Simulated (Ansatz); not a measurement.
**Cl2F4Mo (SMILES [F][Mo]([F])([F])([F])([Cl])[Cl]): density, localisation and related maps**

Input file:

```
crystal:
  periodic: [false, false, false]
  atoms:
    - {symbol: Cl, position_ang: [-0.298484, -0.898664, 2.065675]}
    - {symbol: Cl, position_ang: [0.298203, 0.898635, -2.065728]}
    - {symbol: F, position_ang: [-0.458344, 1.643413, 0.648691]}
    - {symbol: F, position_ang: [-1.750439, -0.331619, -0.397139]}
    - {symbol: F, position_ang: [0.458644, -1.643343, -0.648654]}
    - {symbol: F, position_ang: [1.750419, 0.331579, 0.397156]}
    - {symbol: Mo, position_ang: [-0.000009, -0.000002, -0.000002]}
basis:
  gaussian:
    orbitals: def2-SVPD
output: {forces: true, orbitals: {seedname: orbitals}}
hamiltonian:
  xc: pbe0
```

Command:

```sh
ansatz run input.yaml --threads 2 --pin off --max-ram 5220MiB --events-out events.jsonl --progress --plain --runs-dir runs
```

Geometry: PBE0-D4/def2-SVP; core potentials replace the inner electrons of Mo.

These are results of Ansatz, isolated molecule in a Gaussian basis; Kohn-Sham density functional theory, functional PBE0, not measurements.

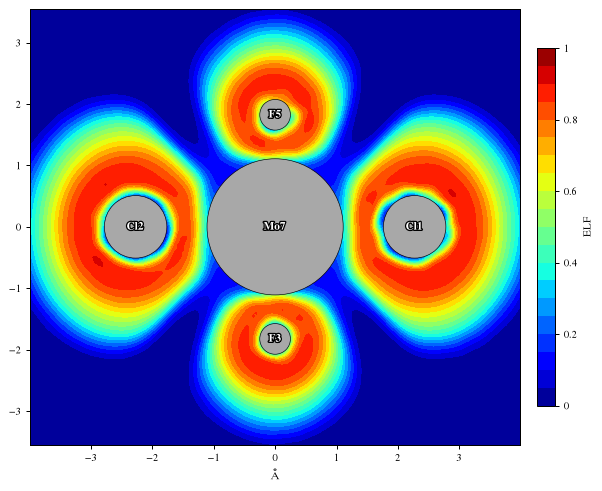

Figure 1. ELF on the plane of atoms Cl1, Mo7 and F5. Grey discs cover the atomic cores.

**Interpret the plot.**

The section cuts through Cl, F and Mo sites.
Mo–F (1.83 Å): the ELF peaks at about 0.85 in the valence shell of F, 0.5 Å from its nucleus, and drops to about 0.25 between the two atoms.
Mo–Cl (2.27 Å): the ELF peaks at about 0.85 in the valence shell of Cl, 0.8 Å from its nucleus, and is about 0.40 at the midpoint.

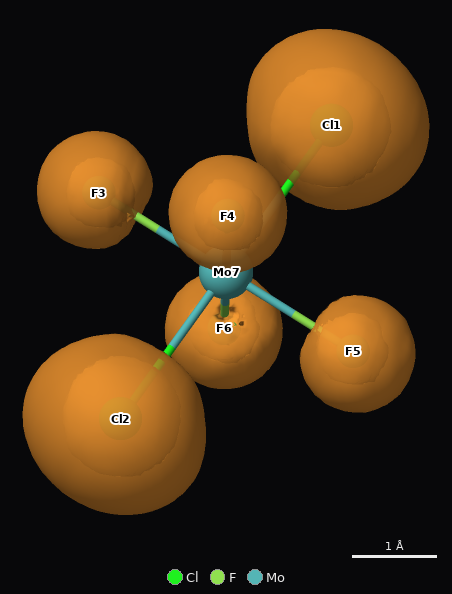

Figure 2. Isosurface of the ELF at 0.8 (orange), seen at an oblique angle. Core shells and regions of very low density are left out.

**Identify the bonds, lone pairs and shells in this picture.**

The surface consists of two regions wrapped around Cl (the valence shell of each) and four regions wrapped around F (the valence shell of each).

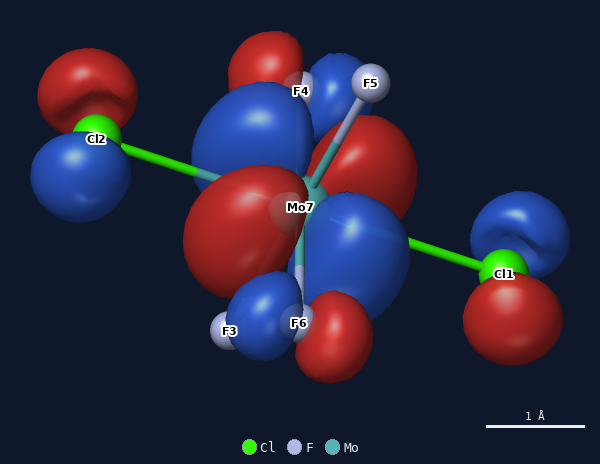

Figure 3. The LUMO at ±0.15 Å⁻³ᐟ² (blue and red are the two phases), seen at an oblique angle.

**What is the character of this orbital?**

It lies mainly on Mo7 (about 60 %), Cl1 (about 10 %) and Cl2 (about 10 %); it is gerade (even under inversion). It is one of a degenerate set, so its orientation is arbitrary. Its energy is −6.04 eV.

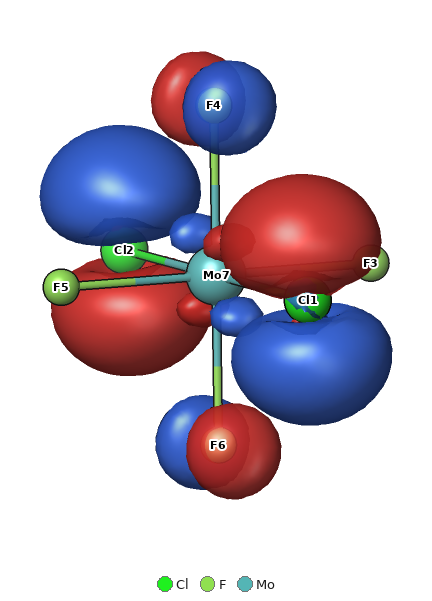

Figure 4. The HOMO at ±0.15 Å⁻³ᐟ² (blue and red are the two phases), seen at an oblique angle.

**Describe this orbital and give its energy.**

Its weight (Hirshfeld) is mainly on Cl1 (about 35 %), Cl2 (about 35 %), F4 (about 10 %), F6 (about 10 %) and Mo7 (about 5 %); it is gerade (even under inversion); largely a combination of lone pairs on Cl1, Cl2, F4 and F6. It is one of a degenerate set, so its orientation is arbitrary. Its energy is −10.49 eV.
